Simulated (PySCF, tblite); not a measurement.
# C₆H₇B: geometry, infrared bands and NMR shifts

Wanted: the infrared bands and NMR shifts of C₆H₇B (`C#CC1=CCBC1`), by calculation.

Programs: tblite 0.8.0 and PySCF 2.14.0, with density-fitted response routines of our own. Each step states its level of theory. These are calculated values for one molecule in the gas phase, unless marked as measured. Atoms are numbered from 0 throughout.

**1. The starting structure**

14 atoms, charge 0, multiplicity 1; geometry from: force field or distance geometry start.

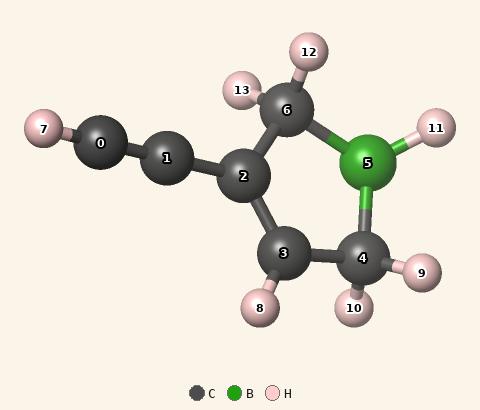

The starting geometry (carbon dark grey, boron green, hydrogen pink), atoms numbered; sticks join atoms by distance.

**2. Optimising the geometry with GFN2-xTB**

Job settings and geometry (Å):

```
{"job": {"kind": "relax", "xc": "GFN2-xTB", "basis": "xTB"}, "charge": 0, "multiplicity": 1}
C      3.135800    -0.779600    -0.169900
C      1.948800    -0.497200    -0.167500
C      0.562300    -0.176400    -0.140000
C     -0.283500    -0.548100    -1.109600
C     -1.689200    -0.116400    -0.882200
B     -1.588700     0.691100     0.467500
C     -0.075300     0.621600     0.945500
H      4.163700    -1.013600    -0.174700
H      0.030900    -1.143400    -1.958000
H     -2.029000     0.541100    -1.714200
H     -2.359900    -0.994500    -0.775900
H     -2.185400     1.700600     0.592800
H      0.364700     1.634700     1.025000
H      0.004100     0.079400     1.914500
```

The run is started by

```bash
> OMP_NUM_THREADS=1 python probes_run.py task.json out
```

One launch serves the whole session: the jobs run in the order shown.

**Question.** This job is followed by: GFN2-xTB harmonic vibrations, gas phase; GIAO PBE0/pcSseg-1 NMR shielding, non-relativistic, gas phase. What will the session give for the following? strongest single infrared mode (GFN2-xTB); zero-point energy (GFN2-xTB); ¹³C shifts against TMS (PBE0/pcSseg-1); ¹H shifts against TMS (PBE0/pcSseg-1, means over atoms taken as alike); ¹¹B shifts against BF3·OEt2 (PBE0/pcSseg-1); surface potential, least and greatest.

As calculated:

| quantity | value |
| --- | --- |
| strongest single infrared mode (GFN2-xTB) | 2676 cm⁻¹, 159 km/mol |
| zero-point energy (GFN2-xTB) | 66.2 kcal/mol |
| ¹³C shifts against TMS (PBE0/pcSseg-1) | 151.7, 132.9, 88.8, 86.7, 45.3, 40.9 ppm |
| ¹H shifts against TMS (PBE0/pcSseg-1, means over atoms taken as alike) | 8.59, 6.79, 2.80, 2.59, 2.57 ppm |
| ¹¹B shifts against BF3·OEt2 (PBE0/pcSseg-1) | 95.5 ppm |
| surface potential, least and greatest | -0.93 V and 1.39 V |

**Reading.** Over 61 steps the energy fell by 0.386 eV; of the close pairs, C2–C6 changed most, 1.491 to 1.512 Å. No mode is imaginary among the 36: a minimum at this level. The strongest single mode, at 2676 cm⁻¹, moves mainly H11. GFN2-xTB is a fitted tight-binding method: band positions and strengths are rough. Its intensities can rank the bands wrongly. At PBE0/pcSseg-1: Shielding is most anisotropic at C1 (span 306 ppm, paramagnetic term -145 ppm). At PBE0/pcSseg-1, counted by nearest atom on the grid, the HOMO lies on C0, C3 about 26 % each; C2 20 %, the LUMO on B5 56 %; H11 15 %.
